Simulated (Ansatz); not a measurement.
```
Si Mo
1.0
     4.19001    0.00000    0.00000
     0.00000    4.19001    0.00000
     0.00000    0.00000    3.18400
Si Mo
3 1
Direct
  0.50000 0.50000 0.00000
  0.50000 0.00000 0.50000
  0.00000 0.50000 0.50000
  0.00000 0.00000 0.00000
```

Space group P4/mmm; a structure generated by program, which may or may not match a known phase; computed without spin polarisation.

Level of theory: DFT PBE, scalar-relativistic, plane waves, PAW (Ansatz 0.2.0).

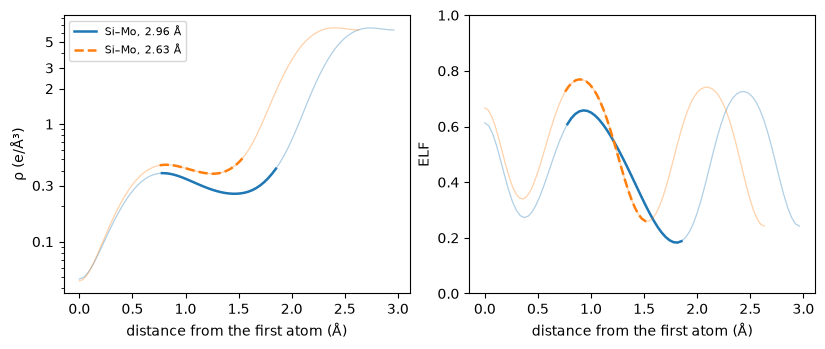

Si₃Mo. Valence pseudo-density and ELF along straight lines between neighbouring atoms. Thin, pale parts lie inside the atomic spheres.

The density is the valence pseudo-density of a PAW calculation; it isn't the true density close to the nuclei.

### What can be read from the curves?

Si–Mo (2.96 Å): ρ at the midpoint is about 0.26 e/Å³; the ELF peaks at about 0.65 in the valence shell of Si, 0.9 Å from its nucleus, and is about 0.35 at the midpoint.
Si–Mo (2.63 Å): ρ is about 0.38 e/Å³ halfway; the ELF peaks at about 0.75 in the valence shell of Si, 0.9 Å from its nucleus, and is about 0.40 at the midpoint.
